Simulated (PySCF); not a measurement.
**IrSI: a ladder of methods**

How much do the numbers for IrSI (triplet) hang on the method? All levels run at one geometry, the PBE0 minimum.

Method: several methods, basis Ir def2-SVP with ECP60, S def2-SVP, I def2-SVP with ECP28, scalar-relativistic core potentials, no spin–orbit coupling, density fitting; program: PySCF 2.14.0.

## 1. Starting geometry

3 atoms, charge 0, spin multiplicity 3.

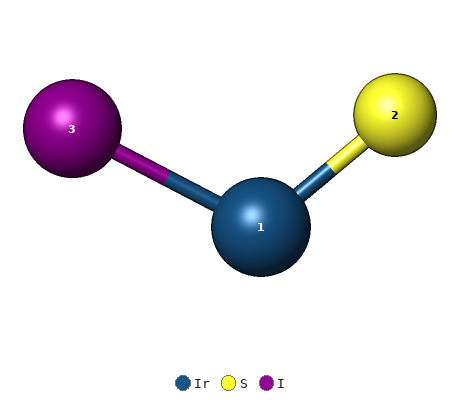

Start geometry, drawn with iridium blue, sulfur yellow, iodine purple; atoms are numbered from 1 in the order of the file.

Coordinates in bohr (charge 0 multiplicity 3):
```
Ir    0.5069   -0.8595   -1.2563
S    -0.7804    1.3232   -4.1989
I    -0.5745    0.9740    2.9691
```

## 2. Real-space pictures of the lowest minimum

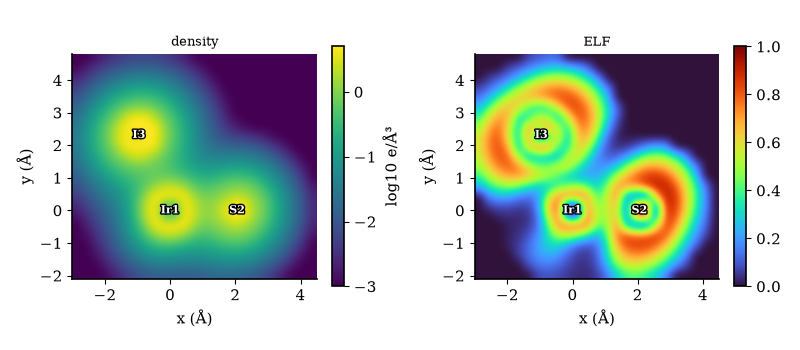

The plane holds Ir1 at (0.00, 0.00), S2 at (2.05, 0.00), I3 at (-0.96, 2.31) Å. ELF is set to 0 where the density is under 0.005 e/Å³; an orbital's overall sign is arbitrary. Electrons inside core potentials are absent.

Orbitals, density, ELF and potential are computed afterwards from the orbital file.

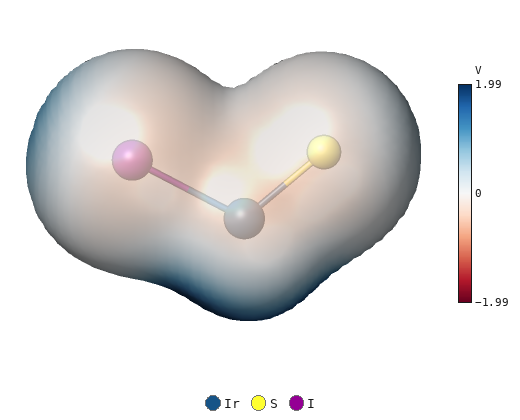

The potential that a unit positive charge feels on the 0.002 e/bohr³ surface, from the 1st to the 99th percentile, from -0.45 to 1.99 V.

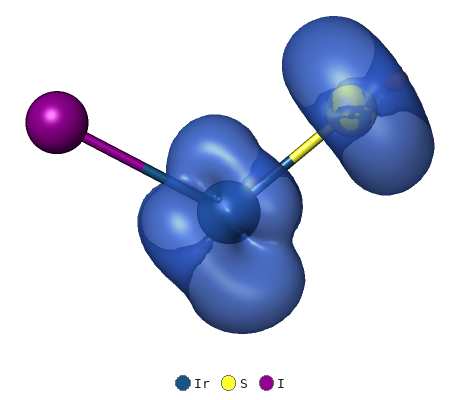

Spin density at ±0.04 e/Å³ (alpha excess blue, beta excess red).

Making the fields needed 2.3 s of wall time on 2 threads of Arm Neoverse N1, shared host.

## 3. PBE0

One driver script runs all steps and calls PySCF; scf.py shows the equivalent input of each level. Each SCF starts from the density of the minimum. The driver also runs the species with one electron less or more at the same geometry; their logs are not shown.

Input file scf.py:

```python
from pyscf import gto, scf, dft
mol = gto.M(atom='''
Ir     0.268266    -0.454836    -0.664823
S     -0.412980     0.700194    -2.221944
I     -0.303994     0.515413     1.571193''',
    basis={'Ir': 'def2-SVP', 'S': 'def2-SVP', 'I': 'def2-SVP'},
    ecp={'Ir': 'def2-SVP', 'I': 'def2-SVP'},
    charge=0, spin=2)
mf = dft.UKS(mol, xc='PBE0')
mf.grids.atom_grid = (75, 302)
aux = {'Ir': 'def2-universal-JKFIT', 'S': 'def2-universal-JKFIT', 'I': 'def2-universal-JKFIT'}
mf = mf.density_fit(auxbasis=aux)
mf.conv_tol = 1e-08
mf.diis_space = 10
mf.max_cycle = 60
mf.verbose = 4
mf.kernel()
```

Run with:

```
$ OMP_NUM_THREADS=2 python axn.py task.json out
```

Standard output:

```text
init E= -799.981647287608
[... the frontier-level lines of each cycle are left out ...]
cycle= 1 E= -799.981647287481  delta_E= 1.28e-10  |g|= 2.84e-05  |ddm|= 7.57e-05
Extra cycle  E= -799.981647285722  delta_E= 1.76e-09  |g|= 6.19e-05  |ddm|= 0.000126
converged SCF energy = -799.981647285722  <S^2> = 2.0424466  2S+1 = 3.0281655
```

This level, with the species of one electron less or more, took 3.7 s.

| Item | Value |
| --- | --- |
| energy | -799.981647 Eh |
| one electron less (charge +1) | -799.665650 Eh (quartet, ⟨S²⟩ 3.78) |
| one electron more (charge -1) | -800.074823 Eh (doublet, ⟨S²⟩ 0.80) |
| Mulliken charge of Ir1 | +0.11 e |

## 4. HF

Changes to scf.py since step 3:

```diff
@@ -9,2 +9 @@
-mf = dft.UKS(mol, xc='PBE0')
-mf.grids.atom_grid = (75, 302)
+mf = scf.UHF(mol)
```

Standard output:

```text
init E= -797.479038940071
[... the frontier-level lines of each cycle are left out ...]
cycle= 1 E= -797.502160308055  delta_E= -0.0231  |g|= 0.0755  |ddm|= 0.395
cycle= 2 E= -797.504734879387  delta_E= -0.00257  |g|= 0.0768  |ddm|= 0.162
cycle= 3 E= -797.50810623569  delta_E= -0.00337  |g|= 0.0259  |ddm|= 0.0898
cycle= 4 E= -797.509826229846  delta_E= -0.00172  |g|= 0.0139  |ddm|= 0.0807
cycle= 5 E= -797.510605082148  delta_E= -0.000779  |g|= 0.0122  |ddm|= 0.0444
cycle= 6 E= -797.511774612888  delta_E= -0.00117  |g|= 0.0106  |ddm|= 0.0747
cycle= 7 E= -797.512863938181  delta_E= -0.00109  |g|= 0.00921  |ddm|= 0.0789
cycle= 8 E= -797.514057516385  delta_E= -0.00119  |g|= 0.00765  |ddm|= 0.0999
cycle= 9 E= -797.51504304975  delta_E= -0.000986  |g|= 0.00542  |ddm|= 0.106
cycle= 10 E= -797.515489057319  delta_E= -0.000446  |g|= 0.00363  |ddm|= 0.0754
cycle= 11 E= -797.515628225083  delta_E= -0.000139  |g|= 0.00258  |ddm|= 0.0347
cycle= 12 E= -797.5157066587  delta_E= -7.84e-05  |g|= 0.00179  |ddm|= 0.0333
cycle= 13 E= -797.515732861587  delta_E= -2.62e-05  |g|= 0.00135  |ddm|= 0.0163
cycle= 14 E= -797.515754984913  delta_E= -2.21e-05  |g|= 0.000904  |ddm|= 0.0286
cycle= 15 E= -797.51575850463  delta_E= -3.52e-06  |g|= 0.000606  |ddm|= 0.0104
cycle= 16 E= -797.515762654659  delta_E= -4.15e-06  |g|= 0.000455  |ddm|= 0.0107
cycle= 17 E= -797.515764539427  delta_E= -1.88e-06  |g|= 0.000327  |ddm|= 0.00372
cycle= 18 E= -797.515765504218  delta_E= -9.65e-07  |g|= 0.000265  |ddm|= 0.00238
cycle= 19 E= -797.515766274355  delta_E= -7.7e-07  |g|= 0.000235  |ddm|= 0.0023
cycle= 20 E= -797.515767022295  delta_E= -7.48e-07  |g|= 0.000202  |ddm|= 0.00251
cycle= 21 E= -797.515767605656  delta_E= -5.83e-07  |g|= 0.000189  |ddm|= 0.00224
cycle= 22 E= -797.515768447961  delta_E= -8.42e-07  |g|= 0.000147  |ddm|= 0.00393
cycle= 23 E= -797.515769136311  delta_E= -6.88e-07  |g|= 0.000111  |ddm|= 0.00443
cycle= 24 E= -797.515769519757  delta_E= -3.83e-07  |g|= 7.68e-05  |ddm|= 0.00397
cycle= 25 E= -797.515769656889  delta_E= -1.37e-07  |g|= 4.77e-05  |ddm|= 0.00247
cycle= 26 E= -797.515769690755  delta_E= -3.39e-08  |g|= 3.13e-05  |ddm|= 0.00107
cycle= 27 E= -797.515769701974  delta_E= -1.12e-08  |g|= 2.22e-05  |ddm|= 0.000495
cycle= 28 E= -797.51576970799  delta_E= -6.02e-09  |g|= 1.43e-05  |ddm|= 0.000373
Extra cycle  E= -797.515769708647  delta_E= -6.57e-10  |g|= 1.21e-05  |ddm|= 3.85e-05
converged SCF energy = -797.515769708647  <S^2> = 2.4058072  2S+1 = 3.2593295
```

This level, with the species of one electron less or more, took 5.5 s.

```
energy                        : -797.515770 Eh
one electron less (charge +1) : -797.230975 Eh (quartet, ⟨S²⟩ 4.14)
one electron more (charge -1) : -797.582024 Eh (doublet, ⟨S²⟩ 0.98)
Mulliken charge of Ir1        : +0.41 e
```

## 5. PBE

Changes to scf.py since step 4:

```diff
@@ -9 +9,2 @@
-mf = scf.UHF(mol)
+mf = dft.UKS(mol, xc='PBE')
+mf.grids.atom_grid = (75, 302)
```

Standard output:

```text
init E= -799.994613034007
[... the frontier-level lines of each cycle are left out ...]
cycle= 1 E= -799.995572335776  delta_E= -0.000959  |g|= 0.0666  |ddm|= 0.26
cycle= 2 E= -799.919567369086  delta_E= 0.076  |g|= 0.376  |ddm|= 0.62
cycle= 3 E= -799.995058428558  delta_E= -0.0755  |g|= 0.0656  |ddm|=  0.6
cycle= 4 E= -799.998102516679  delta_E= -0.00304  |g|= 0.0189  |ddm|= 0.136
cycle= 5 E= -799.998331447813  delta_E= -0.000229  |g|= 0.00538  |ddm|= 0.0348
cycle= 6 E= -799.998347397739  delta_E= -1.59e-05  |g|= 0.00185  |ddm|= 0.00859
cycle= 7 E= -799.998349396464  delta_E= -2e-06  |g|= 0.000537  |ddm|= 0.00318
cycle= 8 E= -799.998349606835  delta_E= -2.1e-07  |g|= 0.000121  |ddm|= 0.000997
cycle= 9 E= -799.998349620413  delta_E= -1.36e-08  |g|= 4.03e-05  |ddm|= 0.000412
cycle= 10 E= -799.998349622447  delta_E= -2.03e-09  |g|= 1.78e-05  |ddm|= 0.000199
Extra cycle  E= -799.998349618477  delta_E= 3.97e-09  |g|= 7.83e-05  |ddm|= 0.000163
converged SCF energy = -799.998349618477  <S^2> = 2.0142689  2S+1 = 3.0094976
```

This level, with the species of one electron less or more, took 10 s.

* energy: -799.998350 Eh
* one electron less (charge +1): -799.689489 Eh (quartet, ⟨S²⟩ 3.76)
* one electron more (charge -1): -800.085161 Eh (doublet, ⟨S²⟩ 0.77)
* Mulliken charge of Ir1: +0.01 e

## 6. B3LYP

Changes to scf.py since step 5:

```diff
@@ -9 +9 @@
-mf = dft.UKS(mol, xc='PBE')
+mf = dft.UKS(mol, xc='B3LYP')
```

Standard output:

```text
init E= -800.264385420693
[... the frontier-level lines of each cycle are left out ...]
cycle= 1 E= -800.265111333491  delta_E= -0.000726  |g|= 0.0129  |ddm|= 0.121
cycle= 2 E= -800.264891581728  delta_E= 0.00022  |g|= 0.0247  |ddm|= 0.0424
cycle= 3 E= -800.265123097422  delta_E= -0.000232  |g|= 0.0128  |ddm|= 0.0342
cycle= 4 E= -800.265206597735  delta_E= -8.35e-05  |g|= 0.00309  |ddm|= 0.0141
cycle= 5 E= -800.26521467458  delta_E= -8.08e-06  |g|= 0.00088  |ddm|= 0.00526
cycle= 6 E= -800.265218579149  delta_E= -3.9e-06  |g|= 0.000744  |ddm|= 0.00605
cycle= 7 E= -800.265221744734  delta_E= -3.17e-06  |g|= 0.000558  |ddm|= 0.00615
cycle= 8 E= -800.265224888253  delta_E= -3.14e-06  |g|= 0.000462  |ddm|= 0.00913
cycle= 9 E= -800.265226450338  delta_E= -1.56e-06  |g|= 0.000225  |ddm|= 0.00698
cycle= 10 E= -800.26522713217  delta_E= -6.82e-07  |g|= 0.000163  |ddm|= 0.00492
cycle= 11 E= -800.265227480071  delta_E= -3.48e-07  |g|= 0.000123  |ddm|= 0.00376
cycle= 12 E= -800.265227650055  delta_E= -1.7e-07  |g|= 4.92e-05  |ddm|= 0.00338
cycle= 13 E= -800.265227679091  delta_E= -2.9e-08  |g|= 1.47e-05  |ddm|= 0.00172
cycle= 14 E= -800.26522767999  delta_E= -8.99e-10  |g|= 6.66e-06  |ddm|= 0.000161
Extra cycle  E= -800.265227679989  delta_E= 6.82e-13  |g|= 1.66e-05  |ddm|= 3.82e-05
converged SCF energy = -800.265227679989  <S^2> = 2.0296635  2S+1 = 3.0197109
```

This level, with the species of one electron less or more, needed 9.3 s of wall time on 2 threads of Arm Neoverse N1, shared host.

* energy: -800.265228 Eh
* one electron less (charge +1): -799.950758 Eh (quartet, ⟨S²⟩ 3.77)
* one electron more (charge -1): -800.356947 Eh (doublet, ⟨S²⟩ 0.77)
* Mulliken charge of Ir1: +0.07 e

## 7. r2SCAN

Changes to scf.py since step 6:

```diff
@@ -9,2 +9,2 @@
-mf = dft.UKS(mol, xc='B3LYP')
-mf.grids.atom_grid = (75, 302)
+mf = dft.UKS(mol, xc='R2SCAN')
+mf.grids.atom_grid = (90, 434)
```

Standard output:

```text
init E= -800.265016993156
[... the frontier-level lines of each cycle are left out ...]
cycle= 1 E= -800.265953786  delta_E= -0.000937  |g|= 0.0324  |ddm|= 0.166
cycle= 2 E= -800.253318380856  delta_E= 0.0126  |g|= 0.159  |ddm|= 0.204
cycle= 3 E= -800.2663702719  delta_E= -0.0131  |g|= 0.0166  |ddm|= 0.161
cycle= 4 E= -800.266538698875  delta_E= -0.000168  |g|= 0.0085  |ddm|= 0.0386
cycle= 5 E= -800.266586350422  delta_E= -4.77e-05  |g|= 0.00329  |ddm|= 0.0127
cycle= 6 E= -800.266592473418  delta_E= -6.12e-06  |g|= 0.0014  |ddm|= 0.00713
cycle= 7 E= -800.266593986655  delta_E= -1.51e-06  |g|= 0.000446  |ddm|= 0.0042
cycle= 8 E= -800.266594195226  delta_E= -2.09e-07  |g|= 7.83e-05  |ddm|= 0.00199
cycle= 9 E= -800.266594211167  delta_E= -1.59e-08  |g|= 3.86e-05  |ddm|= 0.00056
cycle= 10 E= -800.266594214334  delta_E= -3.17e-09  |g|= 1.99e-05  |ddm|= 0.00025
Extra cycle  E= -800.266594213872  delta_E= 4.62e-10  |g|= 4.06e-05  |ddm|= 0.000163
converged SCF energy = -800.266594213872  <S^2> = 2.044253  2S+1 = 3.0293583
```

This level, with the species of one electron less or more, took 22 s.

```
energy                        : -800.266594 Eh
one electron less (charge +1) : -799.953446 Eh (quartet, ⟨S²⟩ 3.77)
one electron more (charge -1) : -800.356205 Eh (doublet, ⟨S²⟩ 0.86)
Mulliken charge of Ir1        : +0.11 e
```

## 8. TPSSh

Changes to scf.py since step 7:

```diff
@@ -9 +9 @@
-mf = dft.UKS(mol, xc='R2SCAN')
+mf = dft.UKS(mol, xc='TPSSH')
```

Standard output:

```text
init E= -800.022883123833
[... the frontier-level lines of each cycle are left out ...]
cycle= 1 E= -800.023093930802  delta_E= -0.000211  |g|= 0.0331  |ddm|= 0.0948
cycle= 2 E= -800.013342562889  delta_E= 0.00975  |g|= 0.139  |ddm|= 0.163
cycle= 3 E= -800.023554998634  delta_E= -0.0102  |g|= 0.0153  |ddm|= 0.139
cycle= 4 E= -800.023662548094  delta_E= -0.000108  |g|= 0.00545  |ddm|= 0.0252
cycle= 5 E= -800.023688483111  delta_E= -2.59e-05  |g|= 0.00221  |ddm|= 0.01
cycle= 6 E= -800.023695037634  delta_E= -6.55e-06  |g|= 0.0016  |ddm|= 0.00771
cycle= 7 E= -800.023703625708  delta_E= -8.59e-06  |g|= 0.00107  |ddm|= 0.0158
cycle= 8 E= -800.023706957251  delta_E= -3.33e-06  |g|= 0.000364  |ddm|= 0.0121
cycle= 9 E= -800.023707428985  delta_E= -4.72e-07  |g|= 0.000102  |ddm|= 0.00462
cycle= 10 E= -800.023707480232  delta_E= -5.12e-08  |g|= 3.61e-05  |ddm|= 0.00155
cycle= 11 E= -800.023707484939  delta_E= -4.71e-09  |g|= 1.44e-05  |ddm|= 0.000291
Extra cycle  E= -800.023707485335  delta_E= -3.95e-10  |g|= 2.75e-05  |ddm|= 0.000107
converged SCF energy = -800.023707485335  <S^2> = 2.0348393  2S+1 = 3.0231369
```

This level, with the species of one electron less or more, took 22 s.

```
energy                        : -800.023707 Eh
one electron less (charge +1) : -799.711492 Eh (quartet, ⟨S²⟩ 3.77)
one electron more (charge -1) : -800.113591 Eh (doublet, ⟨S²⟩ 0.78)
Mulliken charge of Ir1        : +0.13 e
```

## 9. revPBE

Changes to scf.py since step 8:

```diff
@@ -9,2 +9,2 @@
-mf = dft.UKS(mol, xc='TPSSH')
-mf.grids.atom_grid = (90, 434)
+mf = dft.UKS(mol, xc='PBE_R,PBE')
+mf.grids.atom_grid = (75, 302)
```

Standard output:

```text
init E= -800.183266368137
[... the frontier-level lines of each cycle are left out ...]
cycle= 1 E= -800.18320380906  delta_E= 6.26e-05  |g|= 0.0763  |ddm|= 0.242
cycle= 2 E= -800.080855020749  delta_E= 0.102  |g|= 0.438  |ddm|= 0.692
cycle= 3 E= -800.183664799123  delta_E= -0.103  |g|= 0.06  |ddm|= 0.654
cycle= 4 E= -800.186360122556  delta_E= -0.0027  |g|= 0.0157  |ddm|= 0.121
cycle= 5 E= -800.186504385785  delta_E= -0.000144  |g|= 0.0063  |ddm|= 0.03
cycle= 6 E= -800.186525184831  delta_E= -2.08e-05  |g|= 0.00133  |ddm|= 0.00911
cycle= 7 E= -800.186526155825  delta_E= -9.71e-07  |g|= 0.000556  |ddm|= 0.00298
cycle= 8 E= -800.18652639173  delta_E= -2.36e-07  |g|= 0.000121  |ddm|= 0.00102
cycle= 9 E= -800.18652640571  delta_E= -1.4e-08  |g|= 4.69e-05  |ddm|= 0.000417
cycle= 10 E= -800.18652640841  delta_E= -2.7e-09  |g|= 1.4e-05  |ddm|= 0.000223
Extra cycle  E= -800.186526407456  delta_E= 9.54e-10  |g|= 3.74e-05  |ddm|= 0.000111
converged SCF energy = -800.186526407456  <S^2> = 2.0160875  2S+1 = 3.0107059
```

This level, with the species of one electron less or more, took 10 s.

* energy: -800.186526 Eh
* one electron less (charge +1): -799.879942 Eh (quartet, ⟨S²⟩ 3.76)
* one electron more (charge -1): -800.271091 Eh (doublet, ⟨S²⟩ 0.77)
* Mulliken charge of Ir1: +0.04 e

## 10. wB97X

Changes to scf.py since step 9:

```diff
@@ -9 +9 @@
-mf = dft.UKS(mol, xc='PBE_R,PBE')
+mf = dft.UKS(mol, xc='WB97X')
```

Standard output:

```text
init E= -800.150257981969
[... the frontier-level lines of each cycle are left out ...]
cycle= 1 E= -800.1528695266  delta_E= -0.00261  |g|= 0.0189  |ddm|= 0.136
cycle= 2 E= -800.152937740926  delta_E= -6.82e-05  |g|= 0.0257  |ddm|= 0.0479
cycle= 3 E= -800.153265551774  delta_E= -0.000328  |g|= 0.0076  |ddm|= 0.0283
cycle= 4 E= -800.153327979528  delta_E= -6.24e-05  |g|= 0.0031  |ddm|= 0.0143
cycle= 5 E= -800.153352321982  delta_E= -2.43e-05  |g|= 0.00158  |ddm|= 0.00946
cycle= 6 E= -800.153366938881  delta_E= -1.46e-05  |g|= 0.00113  |ddm|= 0.00833
cycle= 7 E= -800.153377764482  delta_E= -1.08e-05  |g|= 0.000694  |ddm|= 0.00908
cycle= 8 E= -800.15338267483  delta_E= -4.91e-06  |g|= 0.000527  |ddm|= 0.00611
cycle= 9 E= -800.153385860822  delta_E= -3.19e-06  |g|= 0.000395  |ddm|= 0.00538
cycle= 10 E= -800.153388114386  delta_E= -2.25e-06  |g|= 0.00034  |ddm|= 0.00456
cycle= 11 E= -800.153389756015  delta_E= -1.64e-06  |g|= 0.000323  |ddm|= 0.00355
cycle= 12 E= -800.15339135526  delta_E= -1.6e-06  |g|= 0.000311  |ddm|= 0.00355
cycle= 13 E= -800.153394895246  delta_E= -3.54e-06  |g|= 0.000289  |ddm|= 0.00825
cycle= 14 E= -800.153399205197  delta_E= -4.31e-06  |g|= 0.000279  |ddm|= 0.0109
cycle= 15 E= -800.153404440828  delta_E= -5.24e-06  |g|= 0.000248  |ddm|= 0.0146
cycle= 16 E= -800.153409283439  delta_E= -4.84e-06  |g|= 0.000222  |ddm|= 0.0155
cycle= 17 E= -800.153413648709  delta_E= -4.37e-06  |g|= 0.000198  |ddm|= 0.0167
cycle= 18 E= -800.153417637064  delta_E= -3.99e-06  |g|= 0.000153  |ddm|= 0.0205
cycle= 19 E= -800.153418873503  delta_E= -1.24e-06  |g|= 0.00012  |ddm|= 0.00809
cycle= 20 E= -800.153420001902  delta_E= -1.13e-06  |g|= 0.000105  |ddm|= 0.0116
cycle= 21 E= -800.153420553313  delta_E= -5.51e-07  |g|= 7.09e-05  |ddm|= 0.0108
cycle= 22 E= -800.153420640271  delta_E= -8.7e-08  |g|= 2.8e-05  |ddm|= 0.00294
cycle= 23 E= -800.153420655069  delta_E= -1.48e-08  |g|= 1.84e-05  |ddm|= 0.00115
cycle= 24 E= -800.153420661031  delta_E= -5.96e-09  |g|= 9.42e-06  |ddm|= 0.00105
Extra cycle  E= -800.153420661362  delta_E= -3.32e-10  |g|= 7.19e-06  |ddm|= 2.92e-05
converged SCF energy = -800.153420661362  <S^2> = 2.0662764  2S+1 = 3.0438636
```

This level, with the species of one electron less or more, needed 15 s of wall time on 2 threads of Arm Neoverse N1, shared host.

```
energy                        : -800.153421 Eh
one electron less (charge +1) : -799.832769 Eh (quartet, ⟨S²⟩ 3.80)
one electron more (charge -1) : -800.251940 Eh (doublet, ⟨S²⟩ 0.77)
Mulliken charge of Ir1        : +0.15 e
```

## 11. Comparison of the levels

| level | atomisation energy (kJ/mol) | vertical ionisation energy (eV) | vertical electron affinity (eV) | −ε(HOMO) (eV) | gap (eV) | dipole (D) | wall time |
| --- | --- | --- | --- | --- | --- | --- | --- |
| PBE0 | 633 | 8.60 | 2.54 | 6.82 | 2.51 | 1.14 | 3.7 s |
| HF | 161 | 7.75 | 1.80 | 9.63 | 8.81 | 2.74 | 5.5 s |
| PBE | 729 | 8.40 | 2.36 | 5.45 | 0.27 | 0.65 | 10 s |
| B3LYP | 601 | 8.56 | 2.50 | 6.49 | 1.95 | 0.89 | 9.3 s |
| r2SCAN | – | 8.52 | 2.44 | 5.90 | 0.83 | 0.97 | 22 s |
| TPSSh | 653 | 8.50 | 2.45 | 6.14 | 1.36 | 1.06 | 22 s |
| revPBE | – | 8.34 | 2.30 | 5.42 | 0.31 | 0.72 | 10 s |
| wB97X | 567 | 8.73 | 2.68 | 9.08 | 6.70 | 1.44 | 15 s |

Times are for 2 threads of Arm Neoverse N1, shared host; PBE0 starts from its own converged density, so its time is not comparable. A dash stands where a species or a free atom was not run at that level, or the quantity is not defined.

Atomisation goes to high-spin atoms in their ground configurations, run at the same level, without zero-point energy.

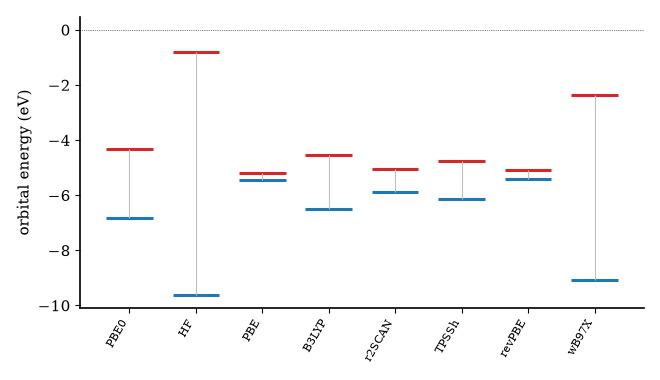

Highest occupied (blue) and lowest empty (red) levels by method.

## 12. Outcome

| quantity | value |
| --- | --- |
| atomisation energy, range | 161 (HF) to 729 (PBE) kJ/mol |
| vertical ionisation energy, range | 7.75 (HF) to 8.73 (wB97X) eV |
| vertical electron affinity, range | 1.80 (HF) to 2.68 (wB97X) eV |
| orbital gap, range | 0.27 (PBE) to 8.81 (HF) eV |

**Reading.** The atomisation energy spreads over 568 kJ/mol, from HF to PBE; without a CCSD(T) value for it there is no yardstick here. Spin contamination is strong in at least one of the open-shell species at HF. Without diffuse functions electron affinities tend to come out too low. Other spin states or occupations of the open shell can lie lower. Spin–orbit coupling, left out here, can matter for elements this heavy.
